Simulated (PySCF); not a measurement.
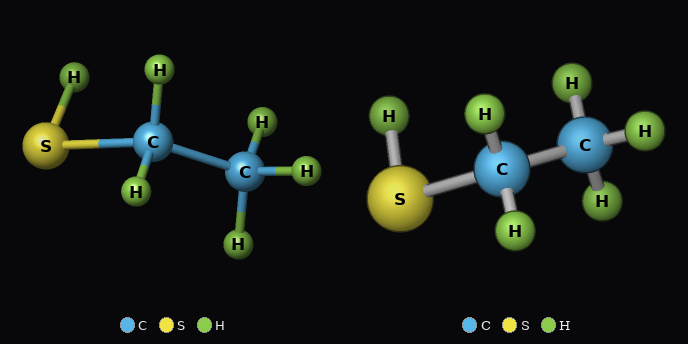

The same structure drawn twice, from different directions.

Computed geometry: PBE0-D3(BJ)/def2-SVP optimisation. No frequency run is at hand to confirm it as a minimum.

Question: Give the formula.

Answer: C₂H₆S, 9 atoms: 2 carbon, 6 hydrogen and 1 sulfur.

Question: Name functional groups in it.

Answer: Among them: thiol.

Question: What is its SMILES?

Answer: CCS

Question: Describe its rings.

Answer: It has no ring.

More results for the same structure follow; atom numbers are the same in all pictures, views and colours differ.

## Shape

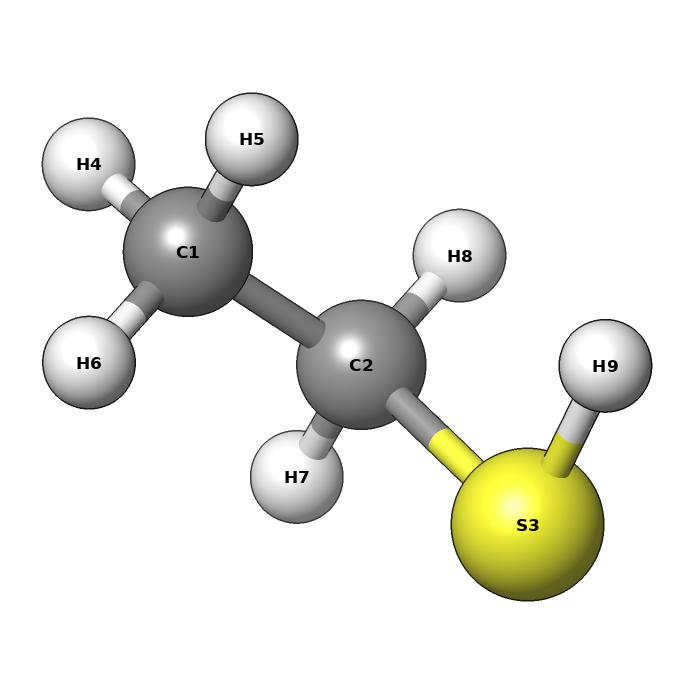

Atoms carry their numbers in the input. No frequency run is at hand to confirm it as a minimum.

Question: How are the neighbours of atom 1 arranged?

Answer: C1 has 4 neighbours (C2 at 1.52, H4 at 1.10, H5 at 1.10, H6 at 1.10 Å); the arrangement is tetrahedral.

Question: What is the geometry at C2?

Answer: C2 has 4 neighbours (C1 at 1.52, S3 at 1.82, H7 at 1.10, H8 at 1.10 Å); the arrangement is tetrahedral.

Question: What is the geometry at S3?

Answer: S3 has 2 neighbours (C2 at 1.82, H9 at 1.35 Å); the arrangement is bent.

## Electronic properties

No frequency run is at hand to confirm it as a minimum. Level of theory: PBE0/pcSseg-1, gas phase (PySCF 2.14.0).

Predict the main results.

- dipole moment: 1.78 D
- HOMO energy (Kohn–Sham orbital): −6.79 eV
- LUMO energy (Kohn–Sham orbital): 0.62 eV
- HOMO–LUMO gap: 7.41 eV

## Quadrupole coupling

No frequency run is at hand to confirm it as a minimum. Electric field gradients from the ground-state density, PBE0/pcSseg-1 (PySCF 2.14.0), non-relativistic apart from any core potentials.

Give the largest field-gradient component, the quadrupole coupling constant and the asymmetry for 33S at S3 (Q = −67.81 mb), 2H at H4 (Q = 2.86 mb), 2H at H5 (Q = 2.86 mb).

```csv
atom,V_zz (a.u.),e²qQ/h (MHz),η
S3,−2.931,46.7,0.62
H4,0.290,0.195,0.03
H5,0.290,0.195,0.04
```

## NMR shielding

The questions are on isotropic NMR shieldings of the H atoms. No frequency run is at hand to confirm it as a minimum. Method: GIAO PBE0/pcSseg-1 NMR shielding, non-relativistic, gas phase (PySCF 2.14.0).

Give the isotropic NMR shieldings of the H atoms atom by atom.

```json
{"atom": "H4", "σ (ppm)": "29.85"}
{"atom": "H5", "σ (ppm)": "30.35"}
{"atom": "H6", "σ (ppm)": "29.93"}
{"atom": "H7", "σ (ppm)": "29.35"}
{"atom": "H8", "σ (ppm)": "28.66"}
{"atom": "H9", "σ (ppm)": "29.86"}
```
